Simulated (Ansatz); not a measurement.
# Hypothetical simple cubic Ag: pressure series

Base system: Ag in the simple cubic structure (space group Pm-3m, No. 221; a = 2.685 Å; a hypothetical phase, not in the database extracts checked).

Cell and atoms are relaxed at each pressure.

Level of theory: plane-wave PAW DFT at the PBEsol level (Ansatz, a first-principles code, 420 eV), scalar-relativistic without spin-orbit coupling.

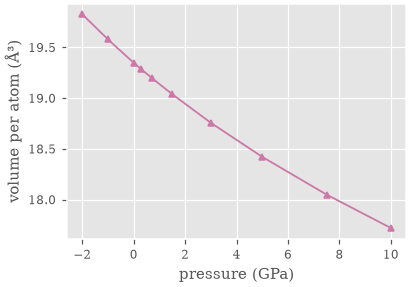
Figure. Volume per atom against pressure

```json
[
 {"pressure (GPa)": "-2", "volume per atom": "19.83 Å³"},
 {"pressure (GPa)": "-1", "volume per atom": "19.58 Å³"},
 {"pressure (GPa)": "0.3", "volume per atom": "19.28 Å³"},
 {"pressure (GPa)": "0.7", "volume per atom": "19.20 Å³"},
 {"pressure (GPa)": "1.5", "volume per atom": "19.04 Å³"},
 {"pressure (GPa)": "3", "volume per atom": "18.76 Å³"},
 {"pressure (GPa)": "5", "volume per atom": "18.42 Å³"},
 {"pressure (GPa)": "7.5", "volume per atom": "18.05 Å³"},
 {"pressure (GPa)": "10", "volume per atom": "17.72 Å³"}
]
```

Load acts through the strain it causes; cell and atoms are relaxed under it. Stability against distortions was not tested. Competing high-pressure phases were not computed.
